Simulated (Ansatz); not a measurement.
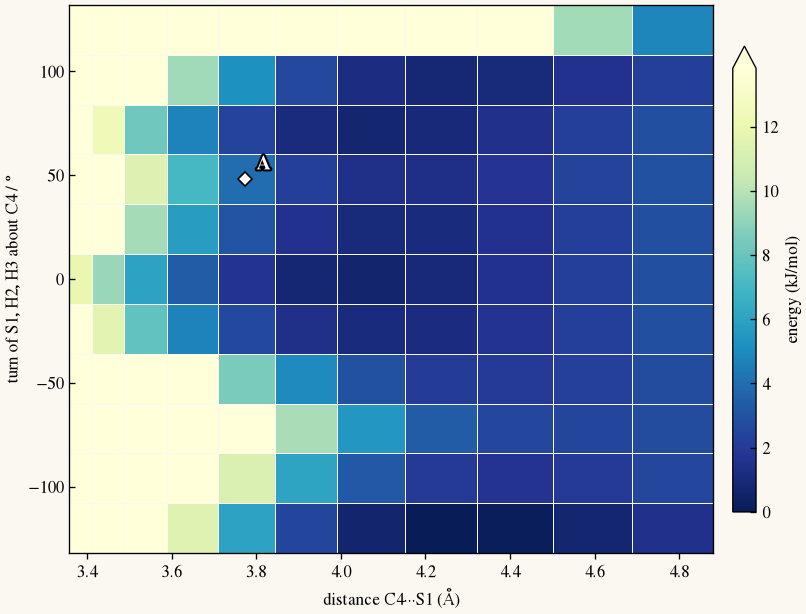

The pair H₂S···C₂H₆. 
- The turn is about an axis along (0.97, 0.24, 0.01) in the frame of the relaxed pair, normal to the line between the partners.
- Coordinates scanned: (1) distance C4···S1; (2) turn of S1, H2, H3 about C4.
- The grid has 11 × 11 points.
- Points are written as (first, second).
- Energies are in kJ/mol, from the lowest grid point.
- Level of theory: RKS B3LYP-D4/def2-SVPD in Ansatz 0.2.0.

In the figure: one coloured cell a grid point, one colour for all values above the top of the scale, the point A.

### Is A at rest? If not, where is it pushed?

A, at (3.773 Å, 48°), is not a stationary point. The computed force is 18 kJ/mol for each Å towards larger values of distance C4···S1 and 0.021 kJ/mol for each degree towards larger values of turn of S1, H2, H3 about C4.
